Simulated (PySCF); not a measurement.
# O⁴⁺, O⁵⁺: ionisation energy in even-tempered 20s9p6d5f5g, part 2 of 2

Wanted: the ionisation energy of oxygen, up a ladder of methods.

PySCF 2.14.0; even-tempered 20s9p6d5f5g, scalar relativity by spin-free X2C-1e. The scripts are equivalent inputs of a driver's runs. Earlier steps stand in the parts before.

## (3) O⁵⁺, method by method

UHF:

input.py

```python
from pyscf import gto, scf, dft, mp, cc
mol = gto.M(atom="O 0 0 0", charge=5, spin=1, symmetry="D2h",
            basis=gto.etbs([(0, 20, 0.3, 2.2), (1, 9, 0.53, 2.4), (2, 6, 1.6, 2.4), (3, 5, 2.4, 2.4), (4, 5, 3.6, 2.4)]),
            nucmod="G")
mf = scf.UHF(mol).sfx2c1e()
mf.irrep_nelec = {'Ag': (2, 1)}
mf.kernel()
```

What it wrote:

```text
damping factor = 0
level_shift factor = 0
DIIS = <class 'pyscf.scf.diis.CDIIS'>
diis_start_cycle = 1
diis_space = 10
diis_damp = 0
SCF conv_tol = 1e-09
SCF conv_tol_grad = None
number electrons alpha = 2  beta = 1
cycle= 1 E= -64.2281329854161  delta_E= -1.09e-11  |g|= 1.65e-06  |ddm|= 6.78e-06
converged SCF energy = -64.2281329854161  <S^2> = 0.75000902  2S+1 = 2.000009
```

CPU time 6.2 s on a shared host, the integrals not counted.

The occupied shells:

| shell | electrons | mean orbital energy (eV) | spread (eV) | rms radius (bohr) |
| --- | --- | --- | --- | --- |
| 1s α | 1 | -705.08 | 0 | 0.228 |
| 1s β | 1 | -701.49 | 0 | 0.228 |
| 2s α | 1 | -138.01 | 0 | 0.965 |

⟨S²⟩ = 0.750, ⟨L²⟩ = 0.00.

LDA:

input.py, as changed from the run before:

```diff
@@ -4,3 +4,3 @@
             nucmod="G")
-mf = scf.UHF(mol).sfx2c1e()
+mf = dft.UKS(mol, xc="LDA,VWN").sfx2c1e()
 mf.irrep_nelec = {'Ag': (2, 1)}
```

What it wrote:

```text
damping factor = 0
level_shift factor = 0
DIIS = <class 'pyscf.scf.diis.CDIIS'>
diis_start_cycle = 1
diis_space = 10
diis_damp = 0
SCF conv_tol = 1e-09
SCF conv_tol_grad = None
number electrons alpha = 2  beta = 1
XC functionals = LDA,VWN
    P. A. M. Dirac.,  Math. Proc. Cambridge Philos. Soc. 26, 376 (1930)
    F. Bloch.,  Z. Phys. 57, 545 (1929)
    S. H. Vosko, L. Wilk, and M. Nusair.,  Can. J. Phys. 58, 1200 (1980)
cycle= 1 E= -63.7378036350366  delta_E= -0.00376  |g|= 0.0248  |ddm|= 0.0203
cycle= 2 E= -63.7378176893519  delta_E= -1.41e-05  |g|= 0.00193  |ddm|= 0.00156
cycle= 3 E= -63.7378177778783  delta_E= -8.85e-08  |g|= 3.08e-06  |ddm|= 0.000106
cycle= 4 E= -63.7378177778785  delta_E= -2.49e-13  |g|= 3.78e-08  |ddm|= 7.24e-07
converged SCF energy = -63.7378177778785  <S^2> = 0.75000105  2S+1 = 2.0000011
```

It used 0.59 s of CPU time after the integrals (shared host).

PBE:

input.py, as changed from the run before:

```diff
@@ -4,3 +4,3 @@
             nucmod="G")
-mf = dft.UKS(mol, xc="LDA,VWN").sfx2c1e()
+mf = dft.UKS(mol, xc="PBE").sfx2c1e()
 mf.irrep_nelec = {'Ag': (2, 1)}
```

What it wrote:

```text
damping factor = 0
level_shift factor = 0
DIIS = <class 'pyscf.scf.diis.CDIIS'>
diis_start_cycle = 1
diis_space = 10
diis_damp = 0
SCF conv_tol = 1e-09
SCF conv_tol_grad = None
number electrons alpha = 2  beta = 1
XC functionals = PBE
    J. P. Perdew, K. Burke, and M. Ernzerhof.,  Phys. Rev. Lett. 77, 3865 (1996)
    J. P. Perdew, K. Burke, and M. Ernzerhof.,  Phys. Rev. Lett. 78, 1396 (1997)
    J. P. Perdew, K. Burke, and M. Ernzerhof.,  Phys. Rev. Lett. 77, 3865 (1996)
    J. P. Perdew, K. Burke, and M. Ernzerhof.,  Phys. Rev. Lett. 78, 1396 (1997)
cycle= 1 E= -64.2137124375909  delta_E= -0.00208  |g|= 0.0079  |ddm|= 0.0355
cycle= 2 E= -64.2137138140932  delta_E= -1.38e-06  |g|= 0.00059  |ddm|= 0.000942
cycle= 3 E= -64.2137138222103  delta_E= -8.12e-09  |g|= 7.43e-06  |ddm|= 9.08e-05
cycle= 4 E= -64.2137138222128  delta_E= -2.56e-12  |g|= 1.67e-07  |ddm|= 4.49e-06
converged SCF energy = -64.2137138222128  <S^2> = 0.75000035  2S+1 = 2.0000004
```

CPU time 0.64 s on a shared host, the integrals not counted.

PBE0:

input.py, as changed from the run before:

```diff
@@ -4,3 +4,3 @@
             nucmod="G")
-mf = dft.UKS(mol, xc="PBE").sfx2c1e()
+mf = dft.UKS(mol, xc="PBE0").sfx2c1e()
 mf.irrep_nelec = {'Ag': (2, 1)}
```

What it wrote:

```text
damping factor = 0
level_shift factor = 0
DIIS = <class 'pyscf.scf.diis.CDIIS'>
diis_start_cycle = 1
diis_space = 10
diis_damp = 0
SCF conv_tol = 1e-09
SCF conv_tol_grad = None
number electrons alpha = 2  beta = 1
XC functionals = PBE0
    C. Adamo and V. Barone.,  J. Chem. Phys. 110, 6158 (1999)
    M. Ernzerhof and G. E. Scuseria.,  J. Chem. Phys. 110, 5029 (1999)
cycle= 1 E= -64.2312491979876  delta_E= -0.00113  |g|= 0.00523  |ddm|= 0.0284
cycle= 2 E= -64.2312498302211  delta_E= -6.32e-07  |g|= 0.000203  |ddm|= 0.000816
cycle= 3 E= -64.2312498316837  delta_E= -1.46e-09  |g|= 8.39e-06  |ddm|= 6.01e-05
cycle= 4 E= -64.2312498316893  delta_E= -5.6e-12  |g|= 3.43e-07  |ddm|= 5.12e-06
converged SCF energy = -64.2312498316893  <S^2> = 0.75000106  2S+1 = 2.0000011
```

It used 4.2 s of CPU time after the integrals (shared host).

r2SCAN:

input.py, as changed from the run before:

```diff
@@ -4,3 +4,3 @@
             nucmod="G")
-mf = dft.UKS(mol, xc="PBE0").sfx2c1e()
+mf = dft.UKS(mol, xc="R2SCAN").sfx2c1e()
 mf.irrep_nelec = {'Ag': (2, 1)}
```

What it wrote:

```text
damping factor = 0
level_shift factor = 0
DIIS = <class 'pyscf.scf.diis.CDIIS'>
diis_start_cycle = 1
diis_space = 10
diis_damp = 0
SCF conv_tol = 1e-09
SCF conv_tol_grad = None
number electrons alpha = 2  beta = 1
XC functionals = R2SCAN
    J. W. Furness, A. D. Kaplan, J. Ning, J. P. Perdew, and J. Sun.,  J. Phys. Chem. Lett. 11, 8208-8215 (2020)
    J. W. Furness, A. D. Kaplan, J. Ning, J. P. Perdew, and J. Sun.,  J. Phys. Chem. Lett. 11, 9248-9248 (2020)
    J. W. Furness, A. D. Kaplan, J. Ning, J. P. Perdew, and J. Sun.,  J. Phys. Chem. Lett. 11, 8208-8215 (2020)
    J. W. Furness, A. D. Kaplan, J. Ning, J. P. Perdew, and J. Sun.,  J. Phys. Chem. Lett. 11, 9248-9248 (2020)
cycle= 1 E= -64.2735796072186  delta_E= -0.000758  |g|= 0.00435  |ddm|= 0.0391
cycle= 2 E= -64.2735801549673  delta_E= -5.48e-07  |g|= 0.000191  |ddm|= 0.00142
cycle= 3 E= -64.2735801571575  delta_E= -2.19e-09  |g|= 1.14e-05  |ddm|= 8.4e-05
cycle= 4 E= -64.2735801571674  delta_E= -9.86e-12  |g|= 5.62e-07  |ddm|= 4.55e-06
converged SCF energy = -64.2735801571674  <S^2> = 0.75000777  2S+1 = 2.0000078
```

CPU time 1.5 s on a shared host, the integrals not counted.

M06:

input.py, as changed from the run before:

```diff
@@ -4,3 +4,3 @@
             nucmod="G")
-mf = dft.UKS(mol, xc="R2SCAN").sfx2c1e()
+mf = dft.UKS(mol, xc="M06").sfx2c1e()
 mf.irrep_nelec = {'Ag': (2, 1)}
```

What it wrote:

```text
damping factor = 0
level_shift factor = 0
DIIS = <class 'pyscf.scf.diis.CDIIS'>
diis_start_cycle = 1
diis_space = 10
diis_damp = 0
SCF conv_tol = 1e-09
SCF conv_tol_grad = None
number electrons alpha = 2  beta = 1
XC functionals = M06
    Y. Zhao and D. G. Truhlar.,  Theor. Chem. Acc. 120, 215 (2008)
    Y. Zhao and D. G. Truhlar.,  Theor. Chem. Acc. 120, 215 (2008)
cycle= 1 E= -64.2844797105095  delta_E= -0.00315  |g|= 0.338  |ddm|= 0.0485
cycle= 2 E= -64.2844926815605  delta_E= -1.3e-05  |g|= 0.0611  |ddm|= 0.00389
cycle= 3 E= -64.2844930154376  delta_E= -3.34e-07  |g|= 0.0188  |ddm|= 0.00025
cycle= 4 E= -64.2844930239035  delta_E= -8.47e-09  |g|= 0.0044  |ddm|= 2.14e-05
cycle= 5 E= -64.2844930243827  delta_E= -4.79e-10  |g|= 0.000517  |ddm|= 1.22e-05
cycle= 6 E= -64.2844930243915  delta_E= -8.81e-12  |g|= 0.000102  |ddm|= 1.68e-06
cycle= 7 E= -64.2844930243918  delta_E= -2.7e-13  |g|= 1.51e-05  |ddm|= 4.61e-07
converged SCF energy = -64.2844930243918  <S^2> = 0.75000566  2S+1 = 2.0000057
```

CPU time 8.1 s on a shared host, the integrals not counted.

PW91:

input.py, as changed from the run before:

```diff
@@ -4,3 +4,3 @@
             nucmod="G")
-mf = dft.UKS(mol, xc="M06").sfx2c1e()
+mf = dft.UKS(mol, xc="PW91,PW91").sfx2c1e()
 mf.irrep_nelec = {'Ag': (2, 1)}
```

What it wrote:

```text
damping factor = 0
level_shift factor = 0
DIIS = <class 'pyscf.scf.diis.CDIIS'>
diis_start_cycle = 1
diis_space = 10
diis_damp = 0
SCF conv_tol = 1e-09
SCF conv_tol_grad = None
number electrons alpha = 2  beta = 1
XC functionals = PW91,PW91
    J. P. Perdew. In P. Ziesche and H. Eschrig, editors, Proceedings of the 75. WE-Heraeus-Seminar and 21st Annual International Symposium on Electronic Structure of Solids, 11. Berlin, 1991. Akademie Verlag.
    J. P. Perdew, J. A. Chevary, S. H. Vosko, K. A. Jackson, M. R. Pederson, D. J. Singh, and C. Fiolhais.,  Phys. Rev. B 46, 6671 (1992)
    J. P. Perdew, J. A. Chevary, S. H. Vosko, K. A. Jackson, M. R. Pederson, D. J. Singh, and C. Fiolhais.,  Phys. Rev. B 48, 4978 (1993)
    J. P. Perdew. In P. Ziesche and H. Eschrig, editors, Proceedings of the 75. WE-Heraeus-Seminar and 21st Annual International Symposium on Electronic Structure of Solids, 11. Berlin, 1991. Akademie Verlag.
    J. P. Perdew, J. A. Chevary, S. H. Vosko, K. A. Jackson, M. R. Pederson, D. J. Singh, and C. Fiolhais.,  Phys. Rev. B 46, 6671 (1992)
    J. P. Perdew, J. A. Chevary, S. H. Vosko, K. A. Jackson, M. R. Pederson, D. J. Singh, and C. Fiolhais.,  Phys. Rev. B 48, 4978 (1993)
cycle= 1 E= -64.2444946850347  delta_E= -0.00211  |g|= 0.00728  |ddm|= 0.0411
cycle= 2 E= -64.2444959441251  delta_E= -1.26e-06  |g|= 0.000541  |ddm|= 0.00104
cycle= 3 E= -64.2444959510523  delta_E= -6.93e-09  |g|= 8.01e-06  |ddm|= 7.14e-05
cycle= 4 E= -64.244495951055  delta_E= -2.71e-12  |g|= 1.49e-07  |ddm|= 2.68e-06
converged SCF energy = -64.244495951055  <S^2> = 0.75000022  2S+1 = 2.0000002
```

It used 0.65 s of CPU time after the integrals (shared host).

MP2 (all electrons):

input.py, as changed from the run before:

```diff
@@ -4,4 +4,5 @@
             nucmod="G")
-mf = dft.UKS(mol, xc="PW91,PW91").sfx2c1e()
+mf = scf.UHF(mol).sfx2c1e()
 mf.irrep_nelec = {'Ag': (2, 1)}
 mf.kernel()
+mp.UMP2(mf, frozen=0).kernel()
```

No log was kept for this step.

It used 2.8 s of CPU time after the integrals (shared host).

With 3 electrons correlated, the MP2 correlation energy is -0.04821 hartree (-0.00153 same spin, -0.04668 opposite spin); the SCS form gives -0.05652. Largest pairs of shells: 1s-1s -0.0419, 1s-2s -0.0063, 2s-2s 0.0000.

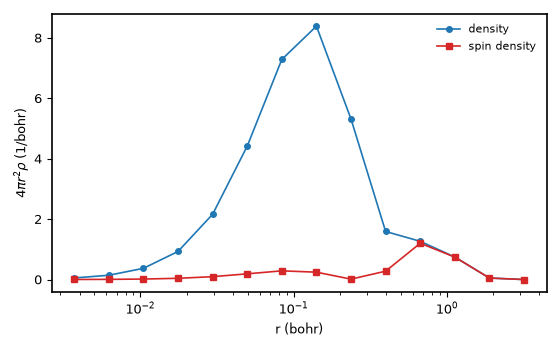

Radial density 4πr²ρ of O⁵⁺ at UHF, at 14 stored radii joined by straight lines.

## (4) How the shells move

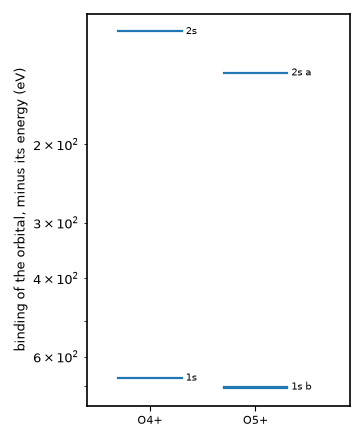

Hartree-Fock orbital energies of the states on a logarithmic scale (a, b: spin up and down; * marks an excited configuration).

## (5) The energy differences

Ionisation energy: O⁴⁺ [He] 2s2 (1S) → O⁵⁺ [He] 2s1 (2S).

| method | value (eV) | error (eV) | CPU time, both states (s) |
| --- | --- | --- | --- |
| UHF | 111.10 | -2.80 | 12 |
| LDA | 112.28 | -1.62 | 1.2 |
| PBE | 112.69 | -1.21 | 1.3 |
| PBE0 | 112.59 | -1.31 | 7.6 |
| r2SCAN | 111.93 | -1.97 | 3 |
| M06 | 112.37 | -1.53 | 16 |
| PW91 | 112.82 | -1.07 | 1.3 |
| MP2 (all electrons) | 112.84 | -1.06 | 18 |
| SCS-MP2 (all electrons) | 113.16 | -0.74 | 18 |

Reference: 113.90 eV (measured; NIST levels, between the centres of gravity of the two terms).

Times are CPU seconds on a shared host without the integrals; correlated rows include their Hartree-Fock run, whose time holds the symmetry-adapted start and any spin-orbit constants, while functionals begin from orbitals already made.

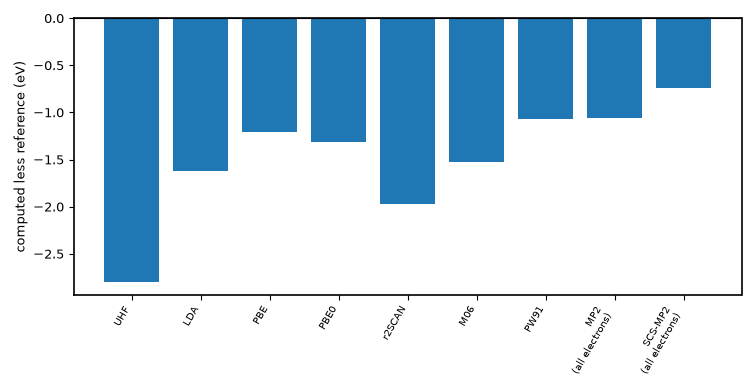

Computed less reference values by method.

## (6) Summary of results

This closing draws on all 2 parts.

```
              quantity                                                        value
ionisation energy, O⁴⁺  UHF 111.10, MP2 (all electrons) 112.84 eV; reference 113.90
```

Each level's miss and price (over 1 difference):

| method | mean absolute miss against the measured value (with the measured fine structure taken into account where it is known) (eV) | CPU time, both states (s) |
| --- | --- | --- |
| UHF | 2.799 | 12 |
| LDA | 1.620 | 1.2 |
| PBE | 1.205 | 1.3 |
| PBE0 | 1.310 | 7.6 |
| r2SCAN | 1.968 | 3 |
| M06 | 1.525 | 16 |
| PW91 | 1.074 | 1.3 |
| MP2 (all electrons) | 1.056 | 18 |
| SCS-MP2 (all electrons) | 0.738 | 18 |

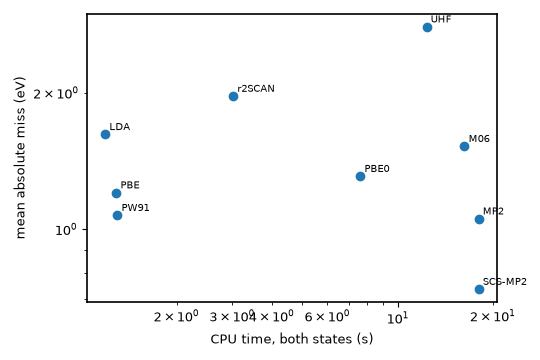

Miss against the measured value (with the measured fine structure taken into account where it is known) and CPU time.

What this shows: SCS-MP2 (all electrons) lands nearest to the measured value (off by 0.74 eV); UHF misses by most (2.80 eV). Hartree-Fock falls short because the species with more electrons holds more correlation energy, which it lacks. PBE is off by -1.21 eV. The basis is finite, and no extrapolation was made. The dearest level timed, MP2 (all electrons), costs 15 times the cheapest, LDA, and differs from the measured value (with the measured fine structure taken into account where it is known) by 1.06 against 1.62 eV.
